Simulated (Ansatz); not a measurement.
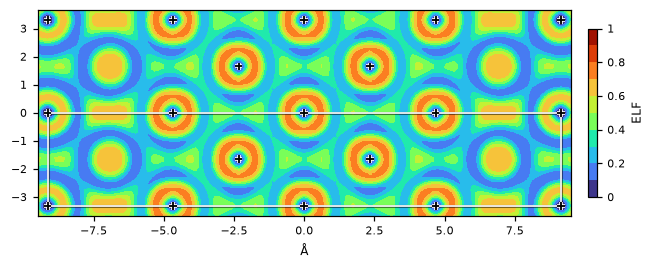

The ELF on a plane through atoms (crosses mark nuclei in the plane).

The calculation used DFT PBE, scalar-relativistic, plane waves, PAW (Ansatz 0.2.0).

Candidates:
A. Al$_{4}$B$_{3}$P, a = 3.51 Å, b = 3.51 Å, c = 9.61 Å, α = 90.00°, β = 90.00°, γ = 120.00°. Space group P-3m1; a generated structure, not necessarily the stable one.
B. Ta$_{5}$Ti$_{3}$, a = 18.28 Å, b = 3.31 Å, c = 4.74 Å, α = 90.00°, β = 90.00°, γ = 90.00°. Space group Amm2; a generated structure, not necessarily the stable one; computed without spin polarisation.
C. Al$_{5}$As, a = 5.03 Å, b = 5.03 Å, c = 9.33 Å, α = 90.00°, β = 90.00°, γ = 120.00°. Space group P6₃22; a generated structure, not necessarily the stable one.

### Which system is this?

Candidate B: Ta$_{5}$Ti$_{3}$ on the (001) plane of the conventional cell, which holds Ti and Ta. Ta–Ta (2.87 Å): the ELF is about 0.30 at the midpoint.
